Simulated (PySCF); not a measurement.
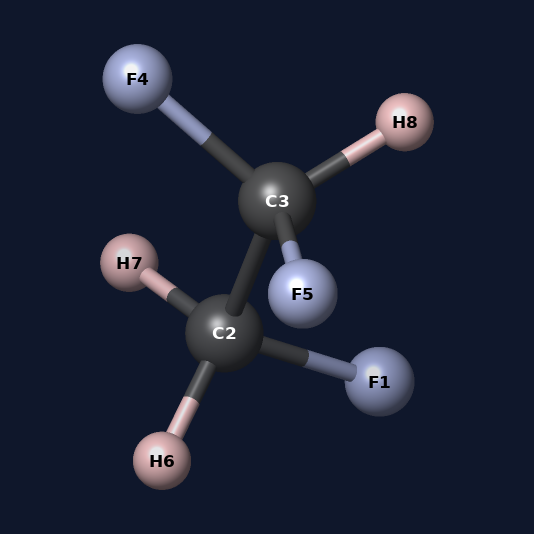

The computed structure is the end point of a GFN2-xTB optimisation. No frequency run is at hand to confirm it as a minimum. Properties computed with B3LYP/pcJ-1 indirect spin-spin coupling, non-relativistic, gas phase (PySCF 2.14.0). Isotopes: 13C, 19F, 1H.

Give the spin–spin coupling constants of these pairs, with the number of bonds between them: F1/C2, C3/F4, F1/H6, C3/H6, F5/H8, F4/H7, F5/H6.

```
  pair  bonds apart  J (Hz)
F1, C2            1  −231.2
C3, F4            1  −298.8
F1, H6            2    53.6
C3, H6            2    −4.7
F5, H8            2    62.6
F4, H7            3     8.4
F5, H6            3    20.1
```

Density functionals are unreliable for couplings to fluorine, so those rows may be far off.
